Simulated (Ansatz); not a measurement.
## LiCu2SnAs2: relaxing a made-up structure

This structure for LiCu2SnAs2 is made up. Its elements were placed in a known structure type with a cell scaled to their sizes. What cell does the guess relax to, and how far off was it?

Method: DFT, PBEsol, plane-wave PAW, files of the set soft_1, scalar-relativistic, ferromagnetic start, cell and ions relaxed at zero pressure; PAW set soft_1, in the first sound run; inputs show where later runs differ, in Ansatz 0.2.0.

## 1. The starting structure

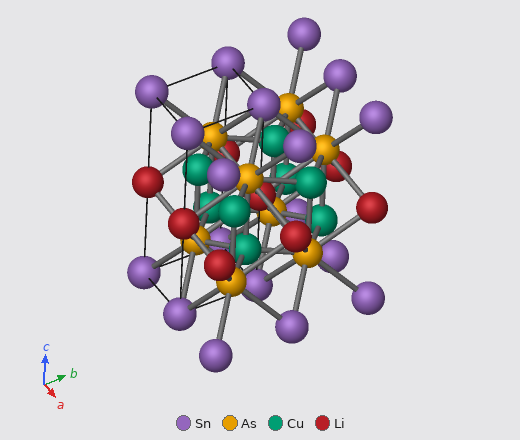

The cell as given, from a free direction (tin purple, arsenic orange, copper teal, lithium red). 2×2×1 cells are drawn. Bonds to atoms that aren't drawn are left out. Some periodic images of atoms are drawn too.

## 2. Relaxing cell and atoms

The guessed cell has no reason to be at equilibrium. It is relaxed with the atoms, within the space group of the guess.

input.yaml

```yaml
crystal:
  lattice:
    - [3.976, 0.0, 0.0]
    - [-1.988, 3.443317005, 0.0]
    - [0.0, 0.0, 6.753]
  atoms:
    - { symbol: Sn, position: [0.0, 0.0, 0.0] }
    - { symbol: As, position: [0.666666667, 0.333333333, 0.2797] }
    - { symbol: As, position: [0.333333333, 0.666666667, 0.7203] }
    - { symbol: Cu, position: [0.666666667, 0.333333333, 0.669], spin: 0.6 }
    - { symbol: Cu, position: [0.333333333, 0.666666667, 0.331], spin: 0.6 }
    - { symbol: Li, position: [0.0, 0.0, 0.5] }
magnetization:
  spin_polarized: true
kpoints:
  mp_grid: { grid: [8, 8, 4] }
scf:
  occupations: { method: fermi_dirac, width: 0.05 }
hamiltonian:
  xc: pbesol
  pseudopotentials: { kind: paw, azcp: { folder: soft_1 }, xc_functional: pbe }
relax:
  f_tol: 0.015
  max_steps: 70
  cell: {}
output:
  forces: true
  stress: true
```

Command:

```
$ ansatz run input.yaml --threads 4 --pin off --max-ram 10240MiB --backend cpu --events-out ev --progress --plain --runs-dir out
```

Numbers of over 12 decimals in the logs are rounded to 6 here.

Output:

```text
Engine: ansatz 0.2.0, x86_64-unknown-linux-gnu
Pseudopotentials: kind: paw
Pseudopotential: Sn, paw, valence charge 14, recommended cutoff 420 eV (normal), soft_1/Sn.paw.azcp
Pseudopotential: As, paw, valence charge 15, recommended cutoff 420 eV (normal), soft_1/As.paw.azcp
Pseudopotential: Cu, paw, valence charge 19, recommended cutoff 420 eV (normal), soft_1/Cu.paw.azcp
Pseudopotential: Li, paw, valence charge 3, recommended cutoff 420 eV (normal), soft_1/Li.paw.azcp
Functional definition: PBEsol
  exchange = pbesol_x
  correlation = pbesol_c
Crystal: 6 atoms, lattice volume = 92.453 Å³
Basis set: ecut = 420 eV, 1823 PW (Γ), exchange–correlation on 54×54×96 points (8 copies of the dense FFT grid, shifted against one another)
Bands: 52, of which v1, the nominal top of the filled ones, is band 43 counted from 1 (42 counted from 0)
Symmetry: 12 space group operations
Space group: P-3m1 (ITA 164), of the structure as read, at distance tolerance 4.5e-5 Å
Magnetic group: BNS 164.85 (UNI 1315), of the structure as read, at distance tolerance 4.5e-5 Å
k-points: 35 of 256
Non-local potential: Sn, projectors of the file, l = 0: 2, l = 1: 2, l = 2: 2, l = 3: 1
Non-local potential: As, projectors of the file, l = 0: 2, l = 1: 2, l = 2: 3, l = 3: 1
Non-local potential: Cu, projectors of the file, l = 0: 3, l = 1: 2, l = 2: 3, l = 3: 1
Non-local potential: Li, projectors of the file, l = 0: 3, l = 1: 2, l = 2: 1
PAW form: soft (Blöchl's): semilocal exchange-correlation on the pseudo side does not see the compensation charge
PAW frozen core: Sn, regenerated for the run's functional, and the local potential with it (the file was generated under x = pbe(κ = 0.804, μ = 0.219515), c = pbe(β = 0.066725))
PAW frozen core: As, regenerated for the run's functional, and the local potential with it (the file was generated under x = pbe(κ = 0.804, μ = 0.219515), c = pbe(β = 0.066725))
PAW frozen core: Cu, regenerated for the run's functional, and the local potential with it (the file was generated under x = pbe(κ = 0.804, μ = 0.219515), c = pbe(β = 0.066725))
PAW one-centre angular grid: Sn, 590 points (default); XC on 64 Gauss nodes
PAW one-centre angular grid: As, 590 points (default); XC on 64 Gauss nodes
PAW one-centre angular grid: Cu, 590 points (default); XC on 64 Gauss nodes
PAW one-centre angular grid: Li, 110 points (default); XC on 64 Gauss nodes
Initial density: superposition of atomic densities (chi_scale 0.1, normalization cell, long waves kept (reshape's long-wave potential 0.04 eV rms))
Starting moments: Σ|m| = 1.2 μB on 2 of 6 sites
Initial wavefunctions: pseudopotential atomic-orbital guess
Functional: x = pbesol(κ = 0.804, μ = 0.123457), c = pbesol(β = 0.046)
SCF iter   1: F=—  HF=-28962.105290 eV  |F-HF|=—  |Δ(HF+E_count)|=         —  Δρ=1.48e-1 (↑1.48e-1 ↓1.01e-1)  dr2=4.01e1  dr2_m=5.22e-1  M=0.457 μB ∫|m|=0.613 μB  β_m=0.30  ethr=3.10e-3  ⟨swp⟩=8.0  Hψ=13790  notcnv=0  defer=6
preconditioner: auto → Kerker (q_TF=auto, 2.690 Å⁻¹)  [metal: Δε(μ)=0.017 eV  Ē_g=11.704 eV  σ=0.050 eV  W_gap=0.09  n_scr=34 (ndim 8)  ℏωp=26.5 eV  f_vac=0.000  D(μ)=2.91/eV (n_scr^D=22)]
spin=Collinear: Kerker preconditioning applied to the charge; magnetization (m = ρ↑ − ρ↓) channel mixes plain (no charge-response kernel on spin).
SCF iter   2: F=—  HF=-28958.782617 eV  |F-HF|=—  |Δ(HF+E_count)|=    3.32e0  Δρ=6.16e-2 (↑1.91e-2 ↓6.16e-2)  dr2=4.55e0  dr2_m=9.55e-1  M=0.069 μB ∫|m|=0.167 μB  β_m=0.30  ethr=3.10e-3  ⟨swp⟩=3.7  Hψ=9012  notcnv=0  defer=199
SCF iter   3: F=—  HF=-28957.688540 eV  |F-HF|=—  |Δ(HF+E_count)|=    1.09e0  Δρ=3.48e-2 (↑3.48e-2 ↓1.89e-2)  dr2=2.60e0  dr2_m=4.58e-1  M=0.085 μB ∫|m|=0.174 μB  β_m=0.30  ethr=3.10e-3  ⟨swp⟩=2.0  Hψ=6477  notcnv=0  defer=236
SCF iter   4: F=—  HF=-28957.257388 eV  |F-HF|=—  |Δ(HF+E_count)|=   4.31e-1  Δρ=2.08e-2 (↑1.57e-2 ↓2.08e-2)  dr2=1.33e-1  dr2_m=2.69e-1  M=0.070 μB ∫|m|=0.129 μB  β_m=0.30  ethr=3.06e-3  ⟨swp⟩=2.9  Hψ=5866  notcnv=0  defer=239
SCF iter   5: F=—  HF=-28957.239710 eV  |F-HF|=—  |Δ(HF+E_count)|=   1.77e-2  Δρ=3.39e-2 (↑7.21e-3 ↓3.39e-2)  dr2=1.06e0  dr2_m=1.64e-1  M=0.040 μB ∫|m|=0.087 μB  β_m=0.30  ethr=1.56e-4  ⟨swp⟩=2.1  Hψ=6812  notcnv=0  defer=239
SCF iter   6: F=—  HF=-28957.007834 eV  |F-HF|=—  |Δ(HF+E_count)|=   2.32e-1  Δρ=1.35e-2 (↑7.57e-3 ↓1.35e-2)  dr2=7.76e-2  dr2_m=8.71e-2  M=0.036 μB ∫|m|=0.073 μB  β_m=0.30  ethr=1.56e-4  ⟨swp⟩=2.7  Hψ=6373  notcnv=0  defer=240
SCF iter   7: F=—  HF=-28957.021240 eV  |F-HF|=—  |Δ(HF+E_count)|=   1.34e-2  Δρ=8.60e-3 (↑8.60e-3 ↓7.15e-3)  dr2=1.31e-2  dr2_m=4.76e-2  M=0.030 μB ∫|m|=0.060 μB  β_m=0.30  ethr=9.13e-5  ⟨swp⟩=2.0  Hψ=4724  notcnv=0  defer=240
Mixer restart at iter 7: flushing history
spin-set hold released at iteration 7 (site moments contracting): the magnetisation degrees of freedom join the quasi-Newton model from the next iteration; the mixer history was flushed
SCF iter   8: F=—  HF=-28957.044989 eV  |F-HF|=—  |Δ(HF+E_count)|=   2.37e-2  Δρ=1.02e-2 (↑1.02e-2 ↓2.38e-3)  dr2=3.03e-2  dr2_m=2.63e-2  M=0.025 μB ∫|m|=0.049 μB  β_m=0.65  ethr=1.55e-5  ⟨swp⟩=2.0  Hψ=6191  notcnv=0  defer=240
SCF iter   9: F=—  HF=-28957.079213 eV  |F-HF|=—  |Δ(HF+E_count)|=   3.42e-2  Δρ=4.41e-3 (↑4.41e-3 ↓1.16e-3)  dr2=5.47e-3  dr2_m=5.81e-3  M=0.013 μB ∫|m|=0.027 μB  β_m=0.82  ethr=1.55e-5  ⟨swp⟩=2.1  Hψ=7582  notcnv=0  defer=240
SCF iter  10: F=—  HF=-28957.079625 eV  |F-HF|=—  |Δ(HF+E_count)|=   4.11e-4  Δρ=2.10e-3 (↑1.18e-3 ↓2.10e-3)  dr2=9.00e-3  dr2_m=2.06e-4  M=-0.001 μB ∫|m|=0.003 μB  β_m=0.69  ethr=6.43e-6  ⟨swp⟩=2.0  Hψ=6773  notcnv=0  defer=240
SCF iter  11: F=—  HF=-28957.080123 eV  |F-HF|=—  |Δ(HF+E_count)|=   4.98e-4  Δρ=2.65e-4 (↑2.44e-4 ↓2.65e-4)  dr2=1.60e-4  dr2_m=9.60e-7  M=0.001 μB ∫|m|=0.002 μB  β_m=0.84  ethr=6.43e-6  ⟨swp⟩=2.0  Hψ=5309  notcnv=0  defer=240
SCF iter  12: F=—  HF=-28957.080584 eV  |F-HF|=—  |Δ(HF+E_count)|=   4.61e-4  Δρ=1.56e-4 (↑7.69e-5 ↓1.56e-4)  dr2=7.36e-5  dr2_m=3.38e-6  M=0.001 μB ∫|m|=0.001 μB  β_m=0.86  ethr=1.89e-7  ⟨swp⟩=2.0  Hψ=6380  notcnv=0  defer=240
SCF iter  13: F=—  HF=-28957.080582 eV  |F-HF|=—  |Δ(HF+E_count)|=   2.18e-6  Δρ=3.66e-5 (↑3.66e-5 ↓3.55e-5)  dr2=1.93e-5  dr2_m=8.40e-8  M=0.000 μB ∫|m|=0.000 μB  β_m=0.82  ethr=8.66e-8  ⟨swp⟩=2.1  Hψ=5663  notcnv=0  defer=240
SCF iter  14: F=—  HF=-28957.080577 eV  |F-HF|=—  |Δ(HF+E_count)|=   4.86e-6  Δρ=2.18e-5 (↑2.18e-5 ↓1.86e-5)  dr2=5.64e-6  dr2_m=6.73e-8  M=-0.000 μB ∫|m|=0.000 μB  β_m=0.83  ethr=2.27e-8  ⟨swp⟩=2.0  Hψ=5670  notcnv=0  defer=240
[...]
relax step   9: F+E_penalty+E_count = -28957.39135710 eV  Δ(F+E_penalty+E_count) = -5.485e-4 eV  max|allowed force component| = 2.241e-3 eV/Å  Δτ_max = 0.0050 Å  P = -0.023 GPa  Ω = 100.220 Å³  energy of the carried Pulay correction = -2.452e-3 eV  (8 SCF iters, dr2 threshold 4.23e-7 eV, accepted)
Basis set: ecut = 420 eV, 1955 PW (Γ), exchange–correlation on 60×60×96 points (8 copies of the dense FFT grid, shifted against one another)
Initial wavefunctions: pseudopotential atomic-orbital guess (no wavefunctions were taken with the density)
iter 1 solved again at ethr=1.44e-7 eV; its pass at ethr=3.10e-3 eV (dr2=1.22e-4 eV) is discarded
SCF iter   1: F=—  HF=-28957.389585 eV  |F-HF|=—  |Δ(HF+E_count)|=         —  Δρ=8.37e-4 (↑8.37e-4 ↓8.37e-4)  dr2=6.52e-5  dr2_m=7.54e-11  M=0.000 μB ∫|m|=0.000 μB  β_m=0.30  ethr=1.44e-7  ⟨swp⟩=3.0  Hψ=22306  notcnv=0
preconditioner: auto → Kerker (q_TF=auto, 2.654 Å⁻¹)  [metal: Δε(μ)=0.058 eV  Ē_g=12.276 eV  σ=0.050 eV  W_gap=0.28  n_scr=34 (ndim 8)  ℏωp=25.4 eV  f_vac=0.001  D(μ)=1.58/eV (n_scr^D=2)]
spin=Collinear: Kerker preconditioning applied to the charge; magnetization (m = ρ↑ − ρ↓) channel mixes plain (no charge-response kernel on spin).
SCF iter   2: F=—  HF=-28957.391848 eV  |F-HF|=—  |Δ(HF+E_count)|=   2.26e-3  Δρ=5.94e-4 (↑5.94e-4 ↓5.94e-4)  dr2=4.39e-5  dr2_m=3.72e-11  M=0.000 μB ∫|m|=0.000 μB  β_m=0.59  ethr=7.67e-8  ⟨swp⟩=2.0  Hψ=4732  notcnv=0
SCF iter   3: F=—  HF=-28957.393666 eV  |F-HF|=—  |Δ(HF+E_count)|=   1.82e-3  Δρ=1.66e-4 (↑1.66e-4 ↓1.66e-4)  dr2=3.70e-5  dr2_m=1.14e-12  M=0.000 μB ∫|m|=0.000 μB  β_m=0.46  ethr=5.17e-8  ⟨swp⟩=2.0  Hψ=4842  notcnv=0
SCF iter   4: F=—  HF=-28957.393709 eV  |F-HF|=—  |Δ(HF+E_count)|=   4.38e-5  Δρ=1.10e-5 (↑1.10e-5 ↓1.10e-5)  dr2=3.59e-7  dr2_m=1.80e-13  M=0.000 μB ∫|m|=0.000 μB  β_m=0.50  ethr=4.35e-8  ⟨swp⟩=2.0  Hψ=6424  notcnv=0
SCF iter   5: F=—  HF=-28957.393712 eV  |F-HF|=—  |Δ(HF+E_count)|=   2.46e-6  Δρ=7.24e-6 (↑7.24e-6 ↓7.24e-6)  dr2=4.65e-8  dr2_m=1.16e-14  M=0.000 μB ∫|m|=0.000 μB  β_m=0.75  ethr=4.22e-10  ⟨swp⟩=2.0  Hψ=4682  notcnv=0
SCF iter   6: F=—  HF=-28957.393712 eV  |F-HF|=—  |Δ(HF+E_count)|=   2.43e-8  Δρ=7.52e-6 (↑7.52e-6 ↓7.52e-6)  dr2=5.38e-8  dr2_m=6.54e-15  M=-0.000 μB ∫|m|=0.000 μB  β_m=0.88  ethr=5.47e-11  ⟨swp⟩=2.0  Hψ=6608  notcnv=0
SCF iter   7: F=—  HF=-28957.393712 eV  |F-HF|=—  |Δ(HF+E_count)|=   1.61e-7  Δρ=7.12e-7 (↑7.12e-7 ↓7.11e-7)  dr2=2.95e-9  dr2_m=2.11e-15  M=0.000 μB ∫|m|=0.000 μB  β_m=0.69  ethr=5.47e-11  ⟨swp⟩=2.0  Hψ=4340  notcnv=0
SCF iter   8: F=—  HF=-28957.393712 eV  |F-HF|=—  |Δ(HF+E_count)|=   1.56e-9  Δρ=4.36e-7 (↑4.36e-7 ↓4.35e-7)  dr2=1.39e-9  dr2_m=2.74e-16  M=0.000 μB ∫|m|=0.000 μB  β_m=0.85  ethr=3.47e-12  ⟨swp⟩=2.0  Hψ=5972  notcnv=0
SCF iter   9: F=—  HF=-28957.393740 eV  |F-HF|=—  |Δ(HF+E_count)|=   2.83e-5  Δρ=7.05e-7 (↑7.04e-7 ↓7.05e-7)  dr2=1.36e-9  dr2_m=2.24e-17  M=-0.000 μB ∫|m|=0.000 μB  β_m=0.85  ethr=1.63e-12  ⟨swp⟩=3.0  Hψ=7682  notcnv=0
SCF iter  10: F=—  HF=-28957.393740 eV  |F-HF|=—  |Δ(HF+E_count)|=  5.13e-10  Δρ=5.37e-7 (↑5.37e-7 ↓5.37e-7)  dr2=8.05e-10  dr2_m=1.41e-16  M=-0.000 μB ∫|m|=0.000 μB  β_m=0.92  ethr=1.61e-12  ⟨swp⟩=1.0  Hψ=3640  notcnv=0
SCF iter  11: F=—  HF=-28957.393740 eV  |F-HF|=—  |Δ(HF+E_count)|=  5.28e-10  Δρ=2.54e-7 (↑2.54e-7 ↓2.54e-7)  dr2=1.72e-10  dr2_m=1.06e-17  M=-0.000 μB ∫|m|=0.000 μB  β_m=0.92  ethr=1.00e-12  ⟨swp⟩=1.2  Hψ=3702  notcnv=0
SCF iter  12: F=-28957.393740 eV  HF=-28957.393740 eV  |F-HF|=4.73e-11  |Δ(HF+E_count)|=  1.09e-10  Δρ=1.43e-7 (↑1.43e-7 ↓1.43e-7)  dr2=5.24e-11  dr2_m=1.38e-18  M=-0.000 μB ∫|m|=0.000 μB  ethr=1.00e-12  ⟨swp⟩=3.4  Hψ=9808  notcnv=0
the starting moments were not kept: the SCF closed with an absolute magnetisation of 1.4e-9 μB, where they sum to 1.2 μB in size (2 sites). That is at most 0.1 of that sum. Measured as dr2_m measures the in/out step, that magnetisation stands 3.0e-19 eV from none, at or under the dr2_threshold of 6.0e-11 eV: it is no larger than a step whose dr2_m would equal this threshold.
SCF 10 converged in 12 iterations: F = -28957.393740 eV  dr2 = 5.24e-11
relax step  10: F+E_penalty+E_count = -28957.39374030 eV  Δ(F+E_penalty+E_count) = -2.383e-3 eV  max|allowed force component| = 1.984e-3 eV/Å  Δτ_max = 0.0000 Å  P = -0.025 GPa  Ω = 100.220 Å³  stress off target by 3.23e-2 GPa  SCF on the basis re-selected at this cell (its energy is not comparable with the rows above)  (12 SCF iters)
basis re-selected at this cell: Δ(F+E_penalty+E_count) = -2.383e-3 eV, ΔP = -0.003 GPa vs the last step (what re-selecting the basis moved, of the pressure what is left beyond the Pulay correction that the steps carried, after the strain that the cell walked since its last selection, with what the two solves' SCF thresholds leave and, on support functions, any second-order correction that the steps lacked; it is no measure of the basis error at this ecutwfc). The dense FFT grid was sized anew with the basis: this SCF ran on 30×30×48 points, the steps before it on 27×27×48, so part of this shift can come from that change (see relax.cell in the input reference). [rest of the remark cut]
SCF converged after 12 iterations
Magnetization: -0.0000 μB (42.5000 up, 42.5000 down)
Absolute magnetization: 0.0000 μB (∫|ρ↑−ρ↓|, with the PAW one-centre terms)
Spin contamination: 0.0000 ħ² per cell (⟨S²⟩ above its minimum at these occupations)
Per-site moments (μB) at R_I (Å): [(1.0834878043760468e-12, 1.234256), (-1.3931217105148801e-10, 1.018740), (-1.3931162567997665e-10, 1.018740), (-9.668528884419203e-11, 1.018740), (-9.668480944621033e-11, 1.018740), (5.899372729046606e-11, 1.040623)]
Free energy (F): -28957.393740 eV
Harris-Foulkes:  -28957.393740 eV  (|F-HF|=4.73e-11)
Internal energy: -28957.380517 eV  (E = F + TS)
E sigma→0 (E₀):  -28957.387129 eV
Entropy (-TS):   -0.013223 eV (-2.204 meV/atom)
Fermi energy:    11.560084 eV
--- Per-component energies (eV) ---
  E_band       = -1483.279325
  E_kinetic    = 904.880525
  E_local      = -16690.340374  (includes V_loc(G=0)·N_el)
  E_nonlocal   = 1133.742831
  E_hartree    = 7820.167051
  E_xc         = -411.906153
  E_vxc        = -418.671522  (∫ρ·V_xc dr)
  E_paw        = -11822.100511  (= ΣΔE_a)
  E_vpaw       = -2053.227225  (= ΣTr[D̂ρ^β])
  E_aug_tail   = 0.002418  (compensation charges beyond the density's cutoff)
  E_ewald      = -9894.456410
  E_core_change = 2.630105  (= ΣΔE_core)
  E_smearing   = -0.013223  (= −TS)
  E_closure    = 0.000000  (closes the sum)
  Σ components = -28957.393740   (vs F -28957.393740, Δ=0.00e0)
--- Forces (eV/Å), atoms counted from 1 ---
  atom   1  Sn     0.00000000     0.00000000     0.00000000
  atom   2  As     0.00000000    -0.00000000    -0.00070140
  atom   3  As     0.00000000     0.00000000     0.00070140
  atom   4  Cu     0.00000000    -0.00000000     0.00198388
  atom   5  Cu     0.00000000     0.00000000    -0.00198388
  atom   6  Li     0.00000000    -0.00000000     0.00000000
  max |Σ_I F_I| component: 1.85e-17 eV/Å
--- Stress (GPa, compression-positive) ---
       -0.021548      -0.000000      -0.000000
       -0.000000      -0.021548       0.000000
       -0.000000       0.000000      -0.032316
  P = ⅓ Tr σ = -0.0251 GPa (-0.251 kbar)
--- Relaxed structure (9 steps of the walk, 9 accepted, 1 SCFs on fresh bases) ---
  F+E_penalty+E_count = -28957.39374030 eV   max|allowed force component| = 1.984e-3 eV/Å   (the final SCF, on the basis selected at the relaxed cell)
  cell:  # Å, volume = 100.2197 Å³
    - [4.085820, 0.0, 0]
    - [-2.042910, 3.538424, 0]
    - [0, 0, 6.932087]
  atoms:
    - { symbol: Sn, position: [0, 0, 1.712546005209346e-19] }
    - { symbol: As, position: [0.666667, 0.333333, 0.265536] }
    - { symbol: As, position: [0.333333, 0.666667, 0.734464] }
    - { symbol: Cu, position: [0.666667, 0.333333, 0.628986] }
    - { symbol: Cu, position: [0.333333, 0.666667, 0.371014] }
    - { symbol: Li, position: [0, 0, 0.500000] }
```

The job ended after 41 s (4 threads of AMD EPYC 7B13 (Zen 3), shared host; peak memory 0.71 GiB).

The steps of the relaxation:

| step | energy less that of the first step (eV) | largest force component (eV/Å) | pressure (GPa) | volume (Å³) |
| --- | --- | --- | --- | --- |
| 1 | 0.0000 | 0.2119 | 9.82 | 92.45 |
| 2 | -0.2405 | 0.2899 | 1.53 | 100.89 |
| 3 | -0.2643 | 0.0863 | 0.30 | 101.77 |
| 4 | -0.2729 | 0.0966 | -0.14 | 101.90 |
| 5 | -0.2911 | 0.0652 | -0.73 | 101.54 |
| 6 | -0.3022 | 0.0615 | -0.83 | 101.08 |
| 7 | -0.3092 | 0.0854 | -0.44 | 100.61 |
| 8 | -0.3102 | 0.0578 | 0.30 | 99.91 |
| 9 | -0.3108 | 0.0022 | -0.02 | 100.22 |
| 10* | -0.3132 | 0.0020 | -0.03 | 100.22 |

Relaxation steps marked * repeat the geometry before them on a plane-wave basis chosen anew for their cell, so energy and pressure can jump there.

The run keeps the 12 symmetry operations that it works with, so distortions that break them were not tested.

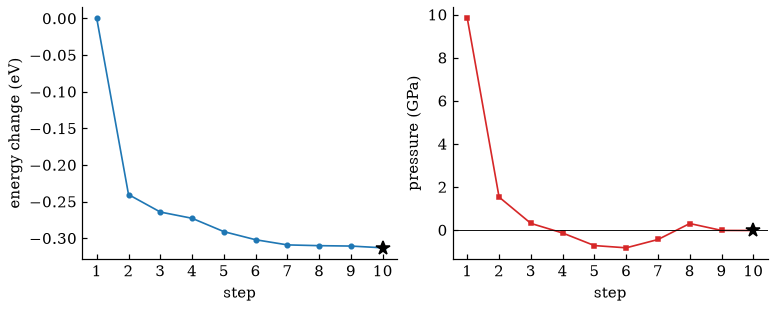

Energy and pressure along the relaxation. Stars mark steps on a basis chosen anew.

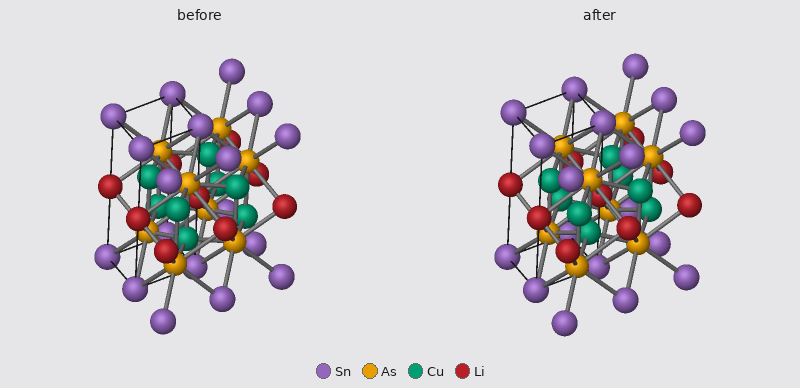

Before and after, at one scale. Bonds to atoms that aren't drawn are left out.

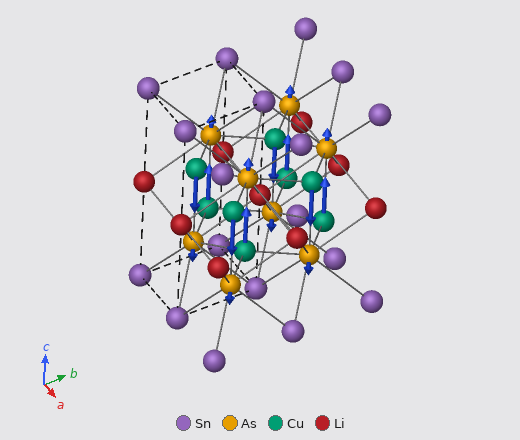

Displacements in the relaxation, exaggerated, measured against the changing cell; the longest in the cell stands for 0.28 Å. Bonds to atoms that aren't drawn are left out. 2×2×1 cells are drawn. Some periodic images of atoms are drawn too.

| conventional cell, symmetrised | before | after | change |
| --- | --- | --- | --- |
| a (Å) | 3.976 | 4.086 | +2.8 % |
| b (Å) | 3.976 | 4.086 | +2.8 % |
| c (Å) | 6.753 | 6.932 | +2.7 % |
| volume (Å³/atom) | 15.41 | 16.70 | +8.4 % |

The atoms that moved most (Å, as changes of fractional coordinates times the final cell):

| atom | dx | dy | dz | length |
| --- | --- | --- | --- | --- |
| Cu5 | 0.000 | 0.000 | 0.277 | 0.277 |
| Cu4 | 0.000 | 0.000 | -0.277 | 0.277 |
| As3 | 0.000 | 0.000 | 0.098 | 0.098 |
| As2 | 0.000 | 0.000 | -0.098 | 0.098 |

The relaxed structure:

```cif
data_structure
_symmetry_space_group_name_H-M 'P 1'
_symmetry_Int_Tables_number 1
_cell_length_a 4.0858
_cell_length_b 4.0858
_cell_length_c 6.9321
_cell_angle_alpha 90.000
_cell_angle_beta 90.000
_cell_angle_gamma 120.000
_cell_volume 100.22
loop_
_atom_site_label
_atom_site_type_symbol
_atom_site_fract_x
_atom_site_fract_y
_atom_site_fract_z
_atom_site_occupancy
Sn1 Sn 0.00000 0.00000 0.00000 1
As2 As 0.66667 0.33333 0.26554 1
As3 As 0.33333 0.66667 0.73446 1
Cu4 Cu 0.66667 0.33333 0.62899 1
Cu5 Cu 0.33333 0.66667 0.37101 1
Li6 Li 0.00000 0.00000 0.50000 1
```

Numbers from this step:

```yaml
free_energy: -28957.3937 eV
energy_at_zero_smearing: -28957.3871 eV
smearing_term_ts: 0.01322 eV
fermi_energy: 11.56 eV
electrons: 85
symmetry_operations: 12
pressure: -0.02514 GPa
```

The shortest distance of each pair, which need not be the same contact before and after:

| pair | guess (Å) | relaxed (Å) |
| --- | --- | --- |
| As–Cu | 2.322 | 2.470 |
| Cu–Li | 2.564 | 2.523 |
| As–Li | 2.735 | 2.865 |
| Cu–Cu | 3.237 | 2.960 |
| As–Sn | 2.973 | 2.992 |

The relaxation ends with a largest force component of 0.0020 eV/Å and a pressure of -0.03 GPa. No moment survives the cycle: this start ends non-magnetic.

[end of part 1 of 2]

[Logs are printed without paths, hosts, clocks, repeated set-up lines and the standing remarks that a program may print on its own settings, such as how far it seeks lower states.]

[Hosts, paths, dates, database ids (printed as entryN), source tags and the programs' standing remarks are cut or masked in the printed files.]
